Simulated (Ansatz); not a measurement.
# A hypothetical structure for ZrVCu4, part 2 of 2

This structure for ZrVCu4 is made up. Its elements were placed in a known structure type with a cell scaled to their sizes. What cell does the guess relax to, and how far off was it?

Ansatz 0.2.0; DFT, PBEsol, plane-wave PAW, files of the set soft_1, scalar-relativistic, ferromagnetic start, cell and ions relaxed at zero pressure; PAW set soft_1 (the session's first sound run).

So far: The starting structure; Relaxation of the guess. The relaxed cell has a = 6.890 Å (conventional setting).

## Step 3: Electronic structure of the relaxed cell

A second self-consistent run takes a narrower smearing and the mesh shown in its input; the bands follow along the standard path of the relaxed lattice.

This step: DFT, PBEsol, plane-wave PAW, files of the set soft_1, scalar-relativistic, ferromagnetic start, bands and density of states at the relaxed cell; PAW set soft_1 (Ansatz 0.2.0).

Contents of input.yaml:

```yaml
crystal:
  lattice:
    - [0.0, 3.4451919081, 3.4451919081]
    - [3.4451919081, 0.0, 3.4451919081]
    - [3.4451919081, 3.4451919081, 0.0]
  atoms:
    - { symbol: Zr, position: [0.5, 0.5, 0.5], spin: 0.4 }
    - { symbol: Cu, position: [0.8756482665, 0.3730552006, 0.8756482665] }
    - { symbol: Cu, position: [0.8756482665, 0.8756482665, 0.8756482665] }
    - { symbol: Cu, position: [0.8756482665, 0.8756482665, 0.3730552006] }
    - { symbol: Cu, position: [0.3730552006, 0.8756482665, 0.8756482665] }
    - { symbol: V, position: [0.25, 0.25, 0.25], spin: 2.4 }
magnetization:
  spin_polarized: true
kpoints:
  mp_grid: { grid: [8, 8, 8] }
  band_path:
    path:
      - [[0.0, 0.0, 0.0], [0.5, 0.0, 0.5], [0.5, 0.25, 0.75], [0.375, 0.375, 0.75], [0.0, 0.0, 0.0], [0.5, 0.5, 0.5], [0.625, 0.25, 0.625], [0.5, 0.25, 0.75], [0.5, 0.5, 0.5], [0.375, 0.375, 0.75]]
      - [[0.625, 0.25, 0.625], [0.5, 0.0, 0.5]]
    npoints: 8
scf:
  occupations: { method: fermi_dirac, width: 0.03 }
  n_extra_bands: 12
hamiltonian:
  xc: pbesol
  pseudopotentials: { kind: paw, azcp: { folder: soft_1 }, xc_functional: pbe }
output:
  forces: true
  stress: true
  write_bands: true
  dos: { projected: true }
  write_density: true
  write_potential: true
  elf: true
  volumetric_format: npy
```

On the command line:

```console
> ansatz run input.yaml --threads 4 --pin off --max-ram 10240MiB --backend cpu --events-out ev --progress --plain --runs-dir out
```

Numbers of over 12 decimals in the logs are rounded to 6 here.

Log:

```text
[...]
Crystal: 6 atoms, lattice volume = 81.784 Å³
Basis set: ecut = 420 eV, 1639 PW (Γ), exchange–correlation on 72×72×72 points (8 copies of the dense FFT grid, shifted against one another)
Bands: 63, of which v1, the nominal top of the filled ones, is band 51 counted from 1 (50 counted from 0)
Symmetry: 24 space group operations
[...]
k-points: 29 of 512 (time reversal used)
[...]
Starting moments: Σ|m| = 2.8 μB on 2 of 6 sites
[...]
SCF iter   1: F=—  HF=-33384.074847 eV  |F-HF|=—  |Δ(HF+E_count)|=         —  Δρ=2.74e-1 (↑2.54e-1 ↓2.74e-1)  dr2=1.64e2  dr2_m=2.07e0  M=0.853 μB ∫|m|=0.956 μB  β_m=0.30  ethr=3.10e-3  ⟨swp⟩=5.0  Hψ=11200  notcnv=0
[...]
SCF iter  15: F=-33369.080733 eV  HF=-33369.080733 eV  |F-HF|=2.90e-8  |Δ(HF+E_count)|=   4.85e-9  Δρ=4.53e-6 (↑4.53e-6 ↓1.63e-6)  dr2=3.32e-8  dr2_m=3.01e-9  M=3.961 μB ∫|m|=4.022 μB  ethr=9.66e-11  ⟨swp⟩=10.9  Hψ=20214  notcnv=0
SCF 1 converged in 15 iterations: F = -33369.080733 eV  dr2 = 3.32e-8
[...]
NSCF: frozen V_eff on 82 k-points
SCF converged after 15 iterations
Magnetization: 3.9612 μB (52.4806 up, 48.5194 down)
Absolute magnetization: 4.0226 μB (∫|ρ↑−ρ↓|, with the PAW one-centre terms)
[...]
Per-site moments (μB) at R_I (Å): [(0.387352, 1.178908), (0.119905, 0.999687), (0.119905, 0.999687), (0.119905, 0.999687), (0.119905, 0.999687), (2.373384, 1.177797)]
Free energy (F): -33369.080733 eV
[...]
Internal energy: -33369.065377 eV  (E = F + TS)
E sigma→0 (E₀):  -33369.073055 eV
Entropy (-TS):   -0.015356 eV (-2.559 meV/atom)
Fermi energy:    16.155892 eV
[...]
--- Forces (eV/Å), atoms counted from 1 ---
  atom   1  Zr     0.00000000    -0.00000000    -0.00000000
  atom   2  Cu     0.00572331    -0.00572331     0.00572331
  atom   3  Cu    -0.00572331    -0.00572331    -0.00572331
  atom   4  Cu     0.00572331     0.00572331    -0.00572331
  atom   5  Cu    -0.00572331     0.00572331     0.00572331
  atom   6  V      0.00000000     0.00000000     0.00000000
  max |Σ_I F_I| component: 6.53e-17 eV/Å
--- Stress (GPa, compression-positive) ---
        0.031660      -0.000000      -0.000000
        0.000000       0.031660       0.000000
       -0.000000       0.000000       0.031660
  P = ⅓ Tr σ = 0.0317 GPa (0.317 kbar)
--- Band table (eV; the first three rows and the last of 58) ---
  k-point 0 ↑: bands = [... 47 lower, 14.7834, 14.7834, 14.7834, 15.7847, 15.7847, 15.7847, 16.0338, 18.2699, ... 8 higher]
  k-point 1 ↑: bands = [... 47 lower, 14.5791, 15.0583, 15.0583, 15.0956, 15.7571, 15.7571, 16.6783, 18.2327, ... 8 higher]
  k-point 2 ↑: bands = [... 47 lower, 15.0278, 15.0278, 15.2962, 15.2962, 15.7426, 15.7426, 17.1054, 18.1759, ... 8 higher]
  k-point 28 ↓: bands = [... 47 lower, 14.8433, 16.8440, 16.9044, 17.1010, 17.2667, 18.0416, 18.3881, 18.7070, ... 8 higher]
```

The job ended after 21 s (4 threads of AMD EPYC 7B13 (Zen 3), shared host; peak memory 0.79 GiB).

Reading the cycles: dr2 is the Hartree energy of the density residual (eV), the measure of convergence; HF is the Harris–Foulkes estimate of the energy, which meets the free energy F at convergence.

This step gave:

```
free energy             : -33369.0807 eV
energy at zero smearing : -33369.0731 eV
smearing term TS        : 0.01536 eV
magnetization           : 3.961 μB
absolute magnetization  : 4.023 μB
site moments            : 0.3874, 0.1199, 0.1199, 0.1199, 0.1199, 2.373 μB
pressure                : 0.03166 GPa
```

From bands.tsv, the bands that come nearest the Fermi level along the path, at its corners, in eV from the Fermi level:

```
point  band_50_up  band_51_up  band_52_up  band_53_up  band_47_dn  band_48_dn  band_49_dn  band_50_dn
    Γ       -0.37       -0.37       -0.37       -0.12       -0.78       -0.78       -0.78       -0.11
    X        0.00        0.05        0.05        0.95       -0.57        0.27        0.27        1.20
    W       -0.39       -0.33        0.46        1.28       -1.31        0.69        0.75        0.95
    K       -0.27       -0.02        0.15        0.95       -0.47        0.06        0.92        0.95
    Γ       -0.37       -0.37       -0.37       -0.12       -0.78       -0.78       -0.78       -0.11
    L       -0.47       -0.14       -0.14        0.05       -0.07       -0.01        0.33        0.33
    U       -0.27       -0.02        0.15        0.95       -0.47        0.06        0.92        0.95
    W       -0.39       -0.33        0.46        1.28       -1.31        0.69        0.75        0.95
    L       -0.47       -0.14       -0.14        0.05       -0.07       -0.01        0.33        0.33
    K       -0.27       -0.02        0.15        0.95       -0.47        0.06        0.92        0.95
    U       -0.27       -0.02        0.15        0.95       -0.47        0.06        0.92        0.95
    X        0.00        0.05        0.05        0.95       -0.57        0.27        0.27        1.20
```

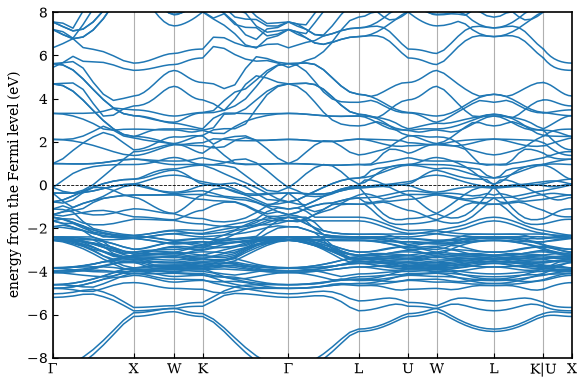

Bands along the path. 48 bands lie wholly below the window drawn.

## Step 4: Outcome

| Quantity | Value |
| --- | --- |
| space group, relaxed | F-43m |
| conventional cell | a = 6.890, b = 6.890, c = 6.890 Å; α = 90.0°, β = 90.0°, γ = 90.0° |
| volume per atom | 13.63 Å³ (guess 13.21) |
| total moment | 3.92 μB in the cell of 6 atoms |

**Reading.** ZrVCu4 relaxes to F-43m with a = 6.890, b = 6.890 and c = 6.890 Å. The guessed volume was 3 % too small. The space group F-43m was held in the relaxation, so the end point is a stationary structure within it and may be a saddle against distortions or other arrangements. The input starts from parallel moments, and no other start was typed. Bands cross the Fermi level, so it is a metal or semimetal at this level. On the 8×8×8 mesh with the narrower smearing (relaxed on 7×7×7) the largest force component is 0.006 eV/Å and the largest stress component is 0.032 GPa, within the relaxation's thresholds of 0.015 eV/Å and 0.05 GPa. The cutoff wasn't tested. No dispersion term is used, so weakly bound directions may come out too long. Nothing here tests whether the compound is stable against decomposition.

[Logs are printed without paths, hosts, clocks, repeated set-up lines and the standing remarks that a program may print on its own settings, such as how far it seeks lower states.]

[Hosts, paths, dates, database ids (printed as entryN), source tags and the programs' standing remarks are cut or masked in the printed files.]
